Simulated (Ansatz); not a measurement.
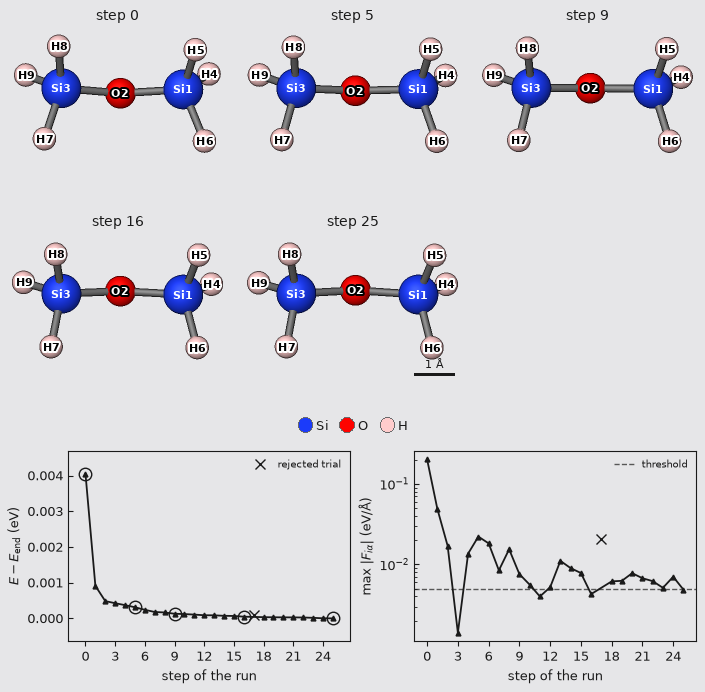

Frames of a relaxation of Si2H6O, marked on the history of the run. A ball-and-stick model, seen face on.

It is one of the separated products of a reaction.

Computed with RKS PBE0-D4/def2-TZVP (Ansatz 0.2.0). Settings: force threshold 0.005 eV/Å; at most 200 steps.

What happens along the run?

The atom that moves furthest after the best rigid fit is O2 (0.23 Å). Largest moves by element: O 0.23 Å, H 0.20 Å, Si 0.02 Å. Groups turn about Si1–O2 by about 30°, O2–Si3 by about 25°. The energy falls by 0.004 eV in 24 accepted moves (25 points after the start). Largest force component: 0.2 eV/Å at the start, 0.0049 eV/Å at the end. The line search rejected the trial step at point 17 of the run. The forces were under the threshold at step 3, but the run went on from there. From step 0 to 5: H6 moves most (0.08 Å), energy −0.004 eV. From step 5 to 9: O2 moves most (0.07 Å), energy 0.000 eV. From step 9 to 16: O2 moves most (0.08 Å), energy 0.000 eV. From step 16 to 25: O and H atoms move most (0.03 Å), energy 0.000 eV.

```csv
step,"E − E(0), eV","largest force component, eV/Å",note
0,0.0000,0.2016,
1,-0.0031,0.0489,
2,-0.0036,0.0171,
3,-0.0036,0.0014,
4,-0.0037,0.0136,
5,-0.0037,0.0222,
6,-0.0038,0.0183,
7,-0.0039,0.0084,
8,-0.0039,0.0154,
9,-0.0039,0.0076,
10,-0.0039,0.0056,
11,-0.0039,0.0040,
12,-0.0040,0.0052,
13,-0.0040,0.0111,
14,-0.0040,0.0090,
15,-0.0040,0.0078,
16,-0.0040,0.0043,
17,-0.0039,0.0209,rejected
18,-0.0040,0.0062,
19,-0.0040,0.0063,
20,-0.0040,0.0078,
21,-0.0040,0.0067,
22,-0.0040,0.0062,
23,-0.0040,0.0051,
24,-0.0040,0.0070,
25,-0.0040,0.0049,
```
